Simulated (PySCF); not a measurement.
Vertical excitations of a molecule GeH8N2Si from TDA-PBE/def2-SVPD (PySCF), as energy in eV (oscillator strength): 4.85 (0.004), 5.09 (0.003), 5.49 (0.002), 5.73 (0.007), 5.97 (0.030), 6.09 (0.020), 6.17 (0.015), 6.21 (0.054), 6.40 (0.019), 6.46 (0.007). Lowest triplet (TDA): 4.65 eV. Coordinates come from a PBE-D3(BJ)/def2-SVP optimisation. The values are those of a single conformer.

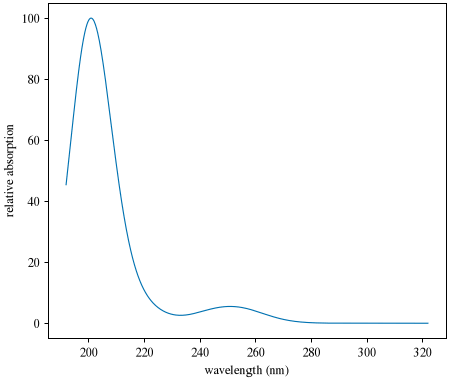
The lines broadened by 0.4 eV.

Task: Identify the compound among the candidates.
(A) N[SiH2][GeH2][NH2]
(B) N[SiH](N)[GeH3]
(C) [NH2][GeH]([NH2])[SiH3]
(D) [NH2][GeH2][NH][SiH3]

Result: A, N[SiH2][GeH2][NH2]
